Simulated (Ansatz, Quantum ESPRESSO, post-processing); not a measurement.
# Mo2NOS MXene, 1 layer in an electric field, part 5 of 6

How does Mo2NOS MXene, 1 layer respond to a gate-like field without added charge?

Quantum ESPRESSO 7.5; plane-wave DFT, LDA, GBRV ultrasoft pseudopotentials; geometry and cross-check by Ansatz 0.2.0 with PAW datasets.

So far. Step 11 (Self-consistent run: field 0.3 V/Å): The dipole goes from -0.0532 to 0.0376 e Å, 0.3026 e Å per V/Å. Step 12 (Electrostatic potential): The slope in the vacuum is 0.300 eV/Å for an applied 0.30 V/Å, as it should be.

## (13) Bands along a path: field 0.3 V/Å

Contents of f3.bands.in:

```
&control
  prefix = 'f3.bands'
  outdir = './out'
  pseudo_dir = './pseudo'
  calculation = 'bands'
  tefield = .true.
  dipfield = .true.
/
&system
  ibrav = 0
  nat = 5
  ntyp = 4
  ecutwfc = 40
  ecutrho = 200
  occupations = 'smearing'
  smearing = 'fd'
  degauss = 0.004
  edir = 3
  emaxpos = 0.97
  eopreg = 0.04
  eamp = 0.00583407
  nbnd = 28
/
&electrons
  conv_thr = 1e-07
  mixing_beta = 0.4
  electron_maxstep = 120
  mixing_mode = 'local-TF'
/
ATOMIC_SPECIES
  S   32.0600  s_lda_v1.4.uspp.F.UPF
  Mo  95.9500  mo_lda_v1.uspp.F.UPF
  N   14.0070  n_lda_v1.2.uspp.F.UPF
  O   15.9990  o_lda_v1.2.uspp.F.UPF
CELL_PARAMETERS angstrom
  2.97966934869045 0.00000000000000 0.00000000000000
  -1.48983467434522 2.58046935084376 0.00000000000000
  0.00000000000000 0.00000000000000 22.20122516460000
ATOMIC_POSITIONS crystal
  S   0.333333333333 0.666666666667 0.376055714362
  Mo  0.666666666667 0.333333333333 0.449936453234
  N   0.000000000000 -0.000000000000 0.515756787944
  Mo  0.333333333333 0.666666666667 0.574139334190
  O   0.666666666667 0.333333333333 0.625251747570
K_POINTS crystal_b
4
  0.0000000000 0.0000000000 0.0000000000 14
  0.5000000000 0.0000000000 0.0000000000 14
  0.3333333333 0.3333333333 0.0000000000 14
  0.0000000000 0.0000000000 0.0000000000 1
```

The run is started by

```sh
$ cp -r out/f3.save out/f3.bands.save
$ cp out/f3.xml out/f3.bands.xml
$ OMP_NUM_THREADS=1 mpirun -n 4 pw.x -nk 4 -in f3.bands.in > f3.bands.out
```

Numbers of over 12 decimals in the logs are rounded to 6 here.

The log of the run:

```text
[banner, memory and clock lines left out]
Program PWSCF v.7.5 starts
[citation notice left out]

[...]
bravais-lattice index     =            0
     lattice parameter (alat)  =       5.6308  a.u.
     unit-cell volume          =    1151.9678 (a.u.)^3
     number of atoms/cell      =            5
     number of atomic types    =            4
     number of electrons       =        45.00
     number of Kohn-Sham states=           28
     kinetic-energy cutoff     =      40.0000  Ry
     charge density cutoff     =     200.0000  Ry
     Exchange-correlation= SLA  PZ   NOGX NOGC
                           (   1   1   0   0   0   0   0)

[...]
PseudoPot. # 1 for S  read from file:
     ./pseudo/s_lda_v1.4.uspp.F.UPF
     Pseudo is Ultrasoft + core correction, Zval =  6.0
     Generated by new atomic code, or converted to UPF format
     Using radial grid of  907 points,  6 beta functions with:
                l(1) =   0
                l(2) =   0
                l(3) =   1
                l(4) =   1
                l(5) =   2
                l(6) =   2
     Q(r) pseudized with  8 coefficients,  rinner =    1.300   1.300   1.300
                                                       1.300   1.300

     PseudoPot. # 2 for Mo read from file:
     ./pseudo/mo_lda_v1.uspp.F.UPF
     Pseudo is Ultrasoft + core correction, Zval = 14.0
     Generated by new atomic code, or converted to UPF format
     Using radial grid of  889 points,  6 beta functions with:
                l(1) =   0
                l(2) =   0
                l(3) =   1
                l(4) =   1
                l(5) =   2
                l(6) =   2
     Q(r) pseudized with  6 coefficients,  rinner =    1.000   1.000   1.000
                                                       1.000   1.000

     PseudoPot. # 3 for N  read from file:
     ./pseudo/n_lda_v1.2.uspp.F.UPF
     Pseudo is Ultrasoft + core correction, Zval =  5.0
     Generated by new atomic code, or converted to UPF format
     Using radial grid of  729 points,  4 beta functions with:
                l(1) =   0
                l(2) =   0
                l(3) =   1
                l(4) =   1
     Q(r) pseudized with  8 coefficients,  rinner =    0.900   0.900   0.900

     PseudoPot. # 4 for O  read from file:
     ./pseudo/o_lda_v1.2.uspp.F.UPF
     Pseudo is Ultrasoft + core correction, Zval =  6.0
     Generated by new atomic code, or converted to UPF format
     Using radial grid of  737 points,  5 beta functions with:
                l(1) =   0
                l(2) =   0
                l(3) =   1
                l(4) =   1
                l(5) =   2
     Q(r) pseudized with  8 coefficients,  rinner =    0.900   0.900   0.900
                                                       0.900   0.900

     atomic species   valence    mass     pseudopotential
     S                 6.00    32.06000     S ( 1.00)
     Mo               14.00    95.95000     Mo( 1.00)
     N                 5.00    14.00700     N ( 1.00)
     O                 6.00    15.99900     O ( 1.00)

     No symmetry found

[...]
number of k points=    43  Fermi-Dirac smearing, width (Ry)=  0.0040
[...]
Dense  grid:    55077 G-vectors     FFT dimensions: (  25,  25, 192)

     Smooth grid:    39373 G-vectors     FFT dimensions: (  24,  24, 180)

     The potential is recalculated from file :
     ./out/f3.bands.save/charge-density

     negative rho (up, down):  3.655E-03 0.000E+00

     Adding external electric field

     Computed dipole along edir(3) :
        Dipole                0.0711 Ry au,          0.1807 Debye
        Dipole field          0.0008 Ry au,

        E field amplitude [Ha a.u.]:  5.8341E-03
        Potential amp.        0.4075 Ry
        Total length         40.2761 bohr

     Starting wfcs are   38 randomized atomic wfcs

     Band Structure Calculation
     Davidson diagonalization with overlap

     ethr =  2.22E-10,  avg # of iterations = 40.4

     End of band structure calculation

          k = 0.0000 0.0000 0.0000 (  4945 PWs)   bands (ev):

   -60.5605 -59.9030 -34.7458 -34.3881 -34.3881 -34.1165 -33.7367 -33.7367
   -17.3743 -14.4698 -12.9819  -6.2359  -4.4923  -4.4923  -4.1447  -2.1893
    -2.1893  -1.8647  -0.1494   0.0635   0.0635   0.7281   0.7281   1.5027
     1.5027   2.2085   4.1082   4.1082

          k = 0.0357 0.0206 0.0000 (  4929 PWs)   bands (ev):

   -60.5594 -59.9019 -34.7435 -34.3983 -34.3902 -34.1148 -33.7456 -33.7387
   -17.3642 -14.4610 -12.9703  -6.2116  -4.5386  -4.4781  -4.0870  -2.3722
    -2.1950  -1.7436  -0.2437  -0.0305   0.0316   0.8165   0.8440   1.4793
     1.5009   2.2221   4.0561   4.1167

[...]
```

It took 45 s on 4 MPI ranks of Arm Neoverse N1, shared host; peak memory 0.34 GiB.

Band numbers count within the set of bands kept for display. Electronic bands along the path, in eV, zero at the Fermi level; # counts the bands kept:

| point | #8 | #9 | #10 | #11 | #12 | #13 | #14 | #15 |
| --- | --- | --- | --- | --- | --- | --- | --- | --- |
| Γ | -1.81 | -1.59 | -1.59 | -0.93 | -0.93 | -0.15 | -0.15 | 0.55 |
| M | -3.43 | -2.73 | -2.21 | -1.11 | 1.37 | 1.67 | 2.06 | 2.19 |
| K | -4.45 | -3.94 | -0.40 | 0.14 | 0.41 | 0.85 | 0.89 | 1.32 |
| Γ | -1.81 | -1.59 | -1.59 | -0.93 | -0.93 | -0.15 | -0.15 | 0.55 |

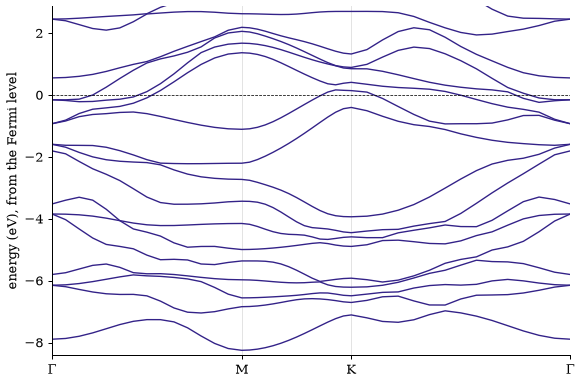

Electronic bands along the path.

Upper empty bands that drop with the field can be states of the vacuum, held by the sawtooth; they depend on the cell's width.

## (14) Valence density

The density shows how far the electrons spill into the vacuum.

Contents of f0.rho.in:

```
&inputpp
  prefix = 'f0'
  outdir = './out'
  filplot = 'f0.rho.dat'
  plot_num = 0
/
```

The run is started by

```sh
$ OMP_NUM_THREADS=1 mpirun -n 4 pp.x -in f0.rho.in > f0.rho.out
```

The log of the run:

```text
[banner, memory and clock lines left out]
Program POST-PROC v.7.5 starts

          URL

     ./out/f0.save/

     IMPORTANT: XC functional enforced from input :
     Exchange-correlation= PZ
                           (   1   1   0   0   0   0   0)
     Any further DFT definition will be discarded
     Please, verify this is what you really want

     negative rho (up, down):  3.669E-03 0.000E+00

     Adding external electric field

     Computed dipole along edir(3) :
        Dipole               -0.1005 Ry au,         -0.2553 Debye
        Dipole field         -0.0011 Ry au,

        Potential amp.        0.0883 Ry
        Total length         40.2761 bohr

     Calling punch_plot, plot_num =   0
     Writing data to file  f0.rho.dat
     Message from routine chdens:
     namelist plot not found or invalid, exiting
```

Run time: 1.4 s. Hardware: 4 MPI ranks; peak memory 0.1 GiB; 5.2 s of CPU time.

This step gave:

```
electrons by integration : 45.00 e
```

The valence density, planar mean oscillates, so the rows of the table below give means over windows of 1.39 Å about each position, cut where the curve ends. Its maxima inside the range that stand out by 2 % of the span (Å: e/Å³): 10.1: 1.36, 11.6: 0.757, 13.0: 1.36, 13.8: 0.972. Its minima: 10.9: 0.508, 11.9: 0.656, 13.5: 0.868.

Mean over planes. Table of valence density, planar mean by z; means over each step:

| z (Å) | valence density, planar mean (e/Å³) |
| --- | --- |
| 4.87 | 1.2e-4 |
| 6.26 | 0.00916 |
| 7.65 | 0.274 |
| 9.04 | 0.683 |
| 10.43 | 0.980 |
| 11.82 | 0.819 |
| 13.21 | 1.13 |
| 14.60 | 0.310 |
| 15.99 | 0.00204 |
| 17.38 | 1.3e-5 |

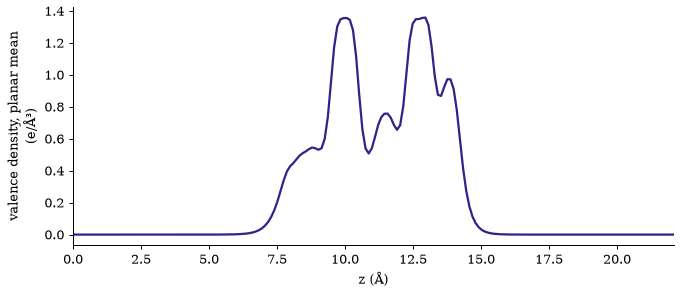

Valence density, planar mean against z.

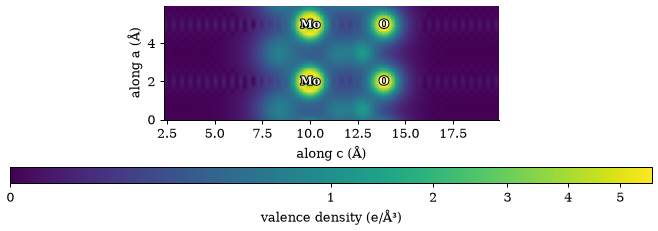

Valence density in the ca plane at fractional y = 0.333, with atoms of Mo and O within 0.2 Å of it. It is the smooth field of the valence electrons, not physical close to the nuclei. The colour scale is stretched toward low values. The far vacuum is left out of the map.

The density integrates to 45.000 electrons, as the 45 of the input ask.

## (15) Valence density

Contents of f2.rho.in:

```
&inputpp
  prefix = 'f2'
  outdir = './out'
  filplot = 'f2.rho.dat'
  plot_num = 0
/
```

The run is started by

```sh
$ OMP_NUM_THREADS=1 mpirun -n 4 pp.x -in f2.rho.in > f2.rho.out
```

Elapsed: 1.4 s, on 4 MPI ranks; peak memory 0.1 GiB.

## (16) Charge moved by a field of 0.2 V/Å

Read from the output:

```
largest charge moved across a plane : 0.001132 e/Å²
dipole step                         : -1.424 eV
```

The planar mean oscillates, so the rows of the table below give means over windows of 2 Å about each position, cut where the curve ends. Its maxima inside the range that stand out by 2 % of the span (Å: e/Å³): 7.3: 7.1e-4, 8.4: 2.5e-4, 9.9: 3.0e-4, 11.1: 9.4e-6, 11.7: 3.9e-6, 13.1: 3.1e-5, 13.9: -3.0e-4. Its minima: 8.1: 2.1e-4, 9.3: -2.0e-4, 10.5: -6.1e-5, 11.4: -2.7e-5, 12.7: -1.3e-4, 13.6: -4.2e-4, 14.5: -7.9e-4.

Table of planar mean by z; means over each step:

| z (Å) | planar mean (e/Å³) |
| --- | --- |
| 2 | 3.9e-8 |
| 4 | 3.2e-6 |
| 6 | 1.9e-4 |
| 8 | 3.7e-4 |
| 10 | -4.2e-6 |
| 12 | -3.3e-5 |
| 14 | -4.2e-4 |
| 16 | -9.7e-5 |
| 18 | -5.1e-7 |
| 20 | -2.7e-9 |

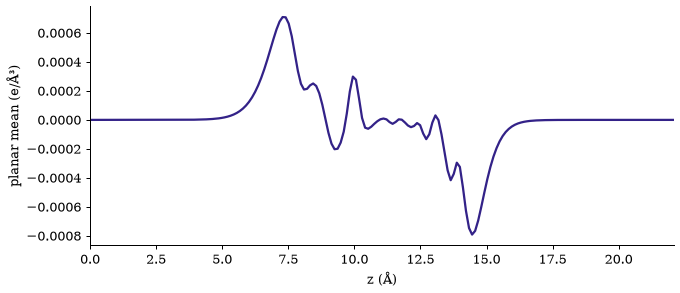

Planar mean, plotted against z.

Table of running integral, electrons below z by z:

| z (Å) | running integral, electrons below z (e/Å²) |
| --- | --- |
| 2 | 9.6e-9 |
| 4 | 8.0e-7 |
| 6 | 6.5e-5 |
| 8 | 9.6e-4 |
| 10 | 0.00110 |
| 12 | 0.00110 |
| 14 | 8.0e-4 |
| 16 | 1.3e-5 |
| 18 | 6.2e-8 |

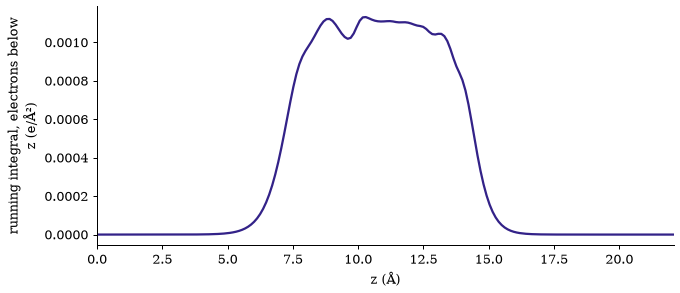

Running integral, electrons below z against z.

## (17) Polarisability from the dipole between 0 and 0.1 V/A

This step gave:

| Quantity | Value |
| --- | --- |
| change of slope in the vacuum | 0.10000 eV/Å |
| polarisability a cell | 4.362 Å³ |
| sheet polarisability 4πα/A | 7.129 Å |

Change of the potential energy, second field less first against z:

| z (Å) | change of the potential energy, second field less first (eV) |
| --- | --- |
| 0 | -0.349 |
| 2 | -0.526 |
| 4 | -0.326 |
| 6 | -0.128 |
| 8 | -0.00702 |
| 10 | 0.00163 |
| 12 | -2.7e-4 |
| 14 | 0.0146 |
| 16 | 0.162 |
| 18 | 0.361 |
| 20 | 0.561 |
| 22 | -0.0276 |

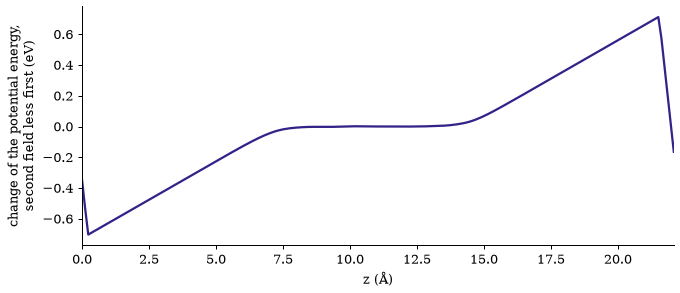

Change of the potential energy, second field less first against z.

## (18) Dipole against field

Dipole along the normal, dipole moment against applied field:

| applied field (V/Å) | dipole along the normal, dipole moment (e·Å) |
| --- | --- |
| 0.000 | -0.0532 |
| 0.100 | -0.0229 |
| 0.200 | 0.00737 |
| 0.300 | 0.0376 |

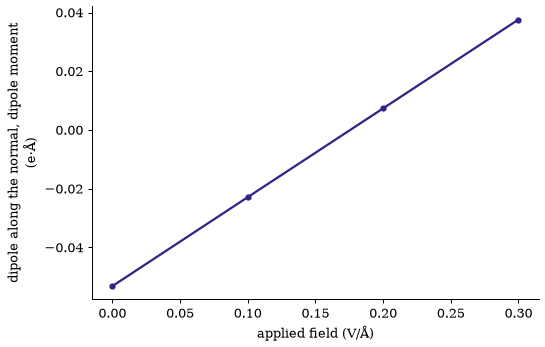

Dipole along the normal, dipole moment against applied field.

## (19) Cross-check with Ansatz: field 0.1 V/Å

A second code with its own PAW datasets, on the same atoms.

Level of this step: plane-wave DFT, PBE, Ansatz PAW (Ansatz 0.2.0).

Contents of input.yaml:

```yaml
crystal:
  lattice:
    - [2.9796693487, 0.0, 0.0]
    - [-1.4898346743, 2.5804693508, 0.0]
    - [0.0, 0.0, 22.2012251646]
  atoms:
    - { symbol: S, position: [0.3333333333, 0.6666666667, 0.3760557144] }
    - { symbol: Mo, position: [0.6666666667, 0.3333333333, 0.4499364532] }
    - { symbol: "N", position: [0.0, 0.0, 0.5157567879] }
    - { symbol: Mo, position: [0.3333333333, 0.6666666667, 0.5741393342] }
    - { symbol: O, position: [0.6666666667, 0.3333333333, 0.6252517476] }
kpoints:
  mp_grid: { grid: [12, 12, 1] }
hamiltonian:
  xc: pbe
scf:
  occupations: { method: fermi_dirac, width: 0.054 }
  convergence: { dr2_threshold: 1.0e-09 }
efield:
  axis: 3
  dipole_correction: true
  ramp_position: 0.97
  ramp_width: 0.04
  amplitude: 0.1
output:
  write_potential: true
  write_density: true
  volumetric_format: npy
```

The run is started by

```sh
$ ansatz run input.yaml --threads 4 --pin off --max-ram 8192MiB --backend cpu --events-out ev --progress --plain --runs-dir out
```

The log of the run:

```text
[...]
Crystal: 5 atoms, lattice volume = 170.704 Å³
Basis set: ecut = 420 eV, 3255 PW (Γ)
Bands: 28, of which v1, the nominal top of the filled ones, is band 23 counted from 1 (22 counted from 0)
Symmetry: 6 space group operations
[...]
k-points: 19 of 144 (time reversal used)
[...]
SCF iter   1: F=—  HF=-11773.075120 eV  |F-HF|=—  |Δ(HF+E_count)|=         —  Δρ=1.13e-1  dr2=2.88e1  ethr=3.10e-3  p=0.032 e·Å  D=3.41e-2 V/Å  ΔV_dip=-0.76 eV  dr2_dipole=9.28e-2  V_vac-E_F(+/−)=6.11/4.81 eV  ⟨swp⟩=10.2  Hψ=3187  notcnv=0
[...]
SCF iter  12: F=-11766.424008 eV  HF=-11766.424008 eV  |F-HF|=5.13e-10  |Δ(HF+E_count)|=   1.15e-8  Δρ=2.61e-7  dr2=1.19e-10  ethr=2.22e-12  p=-0.018 e·Å  D=-1.94e-2 V/Å  ΔV_dip=0.43 eV  dr2_dipole=1.83e-11  V_vac-E_F(+/−)=6.89/4.40 eV  ⟨swp⟩=6.2  Hψ=1809  notcnv=0
SCF 1 converged in 12 iterations: F = -11766.424008 eV  dr2 = 1.19e-10
[...]
SCF converged after 12 iterations
Free energy (F): -11766.424008 eV
[...]
Internal energy: -11766.393371 eV  (E = F + TS)
E sigma→0 (E₀):  -11766.408689 eV
Entropy (-TS):   -0.030637 eV (-6.127 meV/atom)
Fermi energy:    1.910963 eV
Dipole field:    D = -0.019360 V/Å  (p = -0.018264 e·Å, saw-weighted, corrected)
Work function:   not extracted (applied field tilts the vacuum); planar V_es + V_field profile in the machine report
[...]
--- Band table (eV; the first three rows and the last of 19) ---
  k-point 0: bands = [... 19 lower, 0.3183, 0.3183, 0.9887, 0.9887, 1.7534, 1.7534, 2.4566, 4.3730, ... 1 higher]
  k-point 1: bands = [... 19 lower, 0.0070, 0.3060, 1.2442, 1.3717, 1.6899, 1.8031, 2.5259, 4.1622, ... 1 higher]
  k-point 2: bands = [... 19 lower, -0.2148, 0.1670, 1.3365, 1.5233, 1.7671, 2.3445, 2.7453, 4.0807, ... 1 higher]
  k-point 18: bands = [... 19 lower, -2.0498, 1.5125, 2.0582, 2.3226, 2.7675, 2.7907, 3.2394, 4.5979, ... 1 higher]
```

The job ended after 8.1 s (4 threads; peak memory 0.45 GiB).

Numbers from this step:

```
free energy             : -11766.4240 eV
energy at zero smearing : -11766.4087 eV
smearing term TS        : 0.03064 eV
Fermi energy            : 1.911 eV
dipole along the normal : -0.01826 e·Å
```

At 0.1 V/Å Ansatz's dipole is -0.0183 e Å against -0.0229 from pw.x, under another functional.

## (20) Cross-check with Ansatz: field -0.1 V/Å

input.yaml, as its differences from the input of step 19:

```diff
@@ -23,3 +23,3 @@
   ramp_width: 0.04
-  amplitude: 0.1
+  amplitude: -0.1
 output:
```

The log of the run:

```text
[...]
Crystal: 5 atoms, lattice volume = 170.704 Å³
Basis set: ecut = 420 eV, 3255 PW (Γ)
Bands: 28, of which v1, the nominal top of the filled ones, is band 23 counted from 1 (22 counted from 0)
Symmetry: 6 space group operations
[...]
k-points: 19 of 144 (time reversal used)
[...]
k-point 0: bands = [... 19 lower, 0.3209, 0.3209, 0.9932, 0.9932, 1.7585, 1.7585, 2.4526, 4.3820, ... 1 higher]
  k-point 1: bands = [... 19 lower, 0.0125, 0.3164, 1.2470, 1.3746, 1.6950, 1.8080, 2.5218, 4.1721, ... 1 higher]
  k-point 2: bands = [... 19 lower, -0.2061, 0.1808, 1.3398, 1.5268, 1.7703, 2.3474, 2.7432, 4.0926, ... 1 higher]
  k-point 18: bands = [... 19 lower, -2.0259, 1.5170, 2.0656, 2.3240, 2.7763, 2.7885, 3.2477, 4.6070, ... 1 higher]
[key lines of the parts left out:]
SCF converged after 12 iterations
Free energy (F): -11766.433695 eV
Fermi energy:    1.913313 eV
Dipole field:    D = -0.083297 V/Å  (p = -0.078580 e·Å, saw-weighted, corrected)
```

Elapsed: 8.1 s, on 4 threads; peak memory 0.45 GiB.

This step gave:

| Quantity | Value |
| --- | --- |
| free energy | -11766.4337 eV |
| energy at zero smearing | -11766.4183 eV |
| smearing term TS | 0.03072 eV |
| Fermi energy | 1.913 eV |
| dipole along the normal | -0.07858 e·Å |

## (21) Dipole against field, Ansatz

Table of dipole along the normal, dipole moment by applied field:

| applied field (V/Å) | dipole along the normal, dipole moment (e·Å) |
| --- | --- |
| -0.1000 | -0.0786 |
| 0.0000 | -0.0484 |
| 0.1000 | -0.0183 |

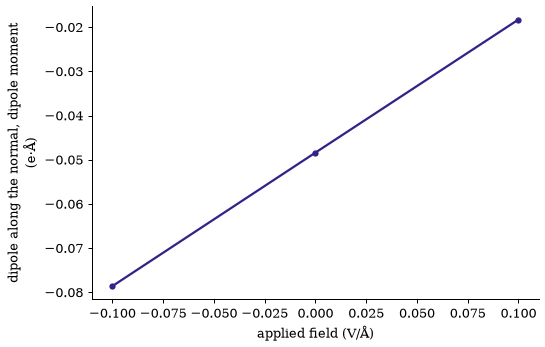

Dipole along the normal, dipole moment, plotted against applied field.

(Continued in part 6 of 6.)

[Logs are printed without paths, hosts, clocks, repeated set-up lines and the standing remarks that a program may print on its own settings, such as how far it seeks lower states.]

[Hosts, paths, dates, database ids (printed as entryN), source tags and the programs' standing remarks are cut or masked in the printed files.]

[Maps of the electrostatic potential energy from Ansatz leave out the sawtooth potential of an applied field or a dipole correction, so their vacuum need not be flat; planar profiles and work functions include it.]
